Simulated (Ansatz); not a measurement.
The parent structure is AlN in the wurtzite structure (space group P6_3mc, No. 186; a = 3.107 Å, c = 4.978 Å). Axes: x lies along a and z along c of the hexagonal cell.

Now apply this change: biaxial strain −2.97 %, plane normal [001], relaxed out of plane (Cartesian); in-plane vectors clamped, the third vector and the atoms free.

All numbers come from r2SCAN (Ansatz, a first-principles code), spin-orbit coupling left out.

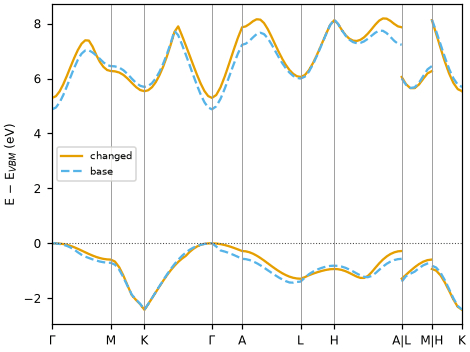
Highest valence and lowest conduction band along the path, each from its own valence-band maximum

Problem. From the figure, how large is the changed gap, and is it direct?

Solution. About 5.3 eV, direct at Γ.

Whether these cells are dynamically stable was not tested.
